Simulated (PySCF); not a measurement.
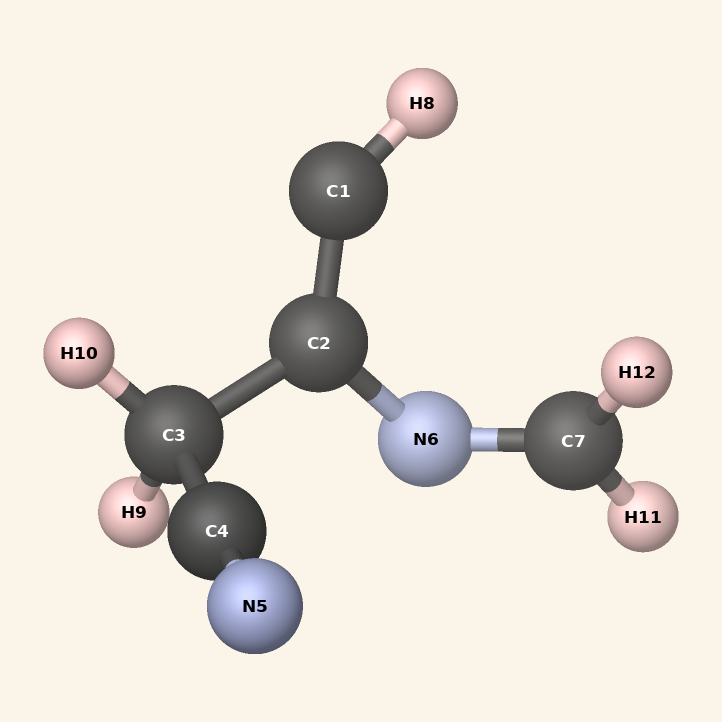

The species is neutral and a spin doublet. The geometry was computed by an optimisation with GFN2-xTB. No frequency run is at hand to confirm it as a minimum. Method: UKS B3LYP, pcH-1 on C H N, non-relativistic (PySCF 2.14.0). Fermi-contact and spin-dipolar terms alone, no spin-orbit part.

### Which nucleus has the largest dipolar (anisotropic) hyperfine coupling?

13C at C1: principal values −81.9, −58.8, 140.8 MHz.

List the isotropic and dipolar parts for the most strongly coupled nuclei, one of each equivalent set.

```
atom  isotope  a_iso (MHz)   dipolar part (MHz)
  C1      13C        321.4  −81.9, −58.8, 140.8
  H8       1H         30.3    −32.3, −7.9, 40.1
  C2      13C         −8.5     −19.1, 2.1, 17.1
  N6      14N          3.4      −6.1, −3.6, 9.8
 H10       1H         −1.4      −5.6, −2.7, 8.3
  C3      13C         32.9      −3.7, −3.1, 6.8
 H12       1H          6.4      −2.9, −2.7, 5.7
  H9       1H         −2.4      −2.4, −1.6, 4.0
```
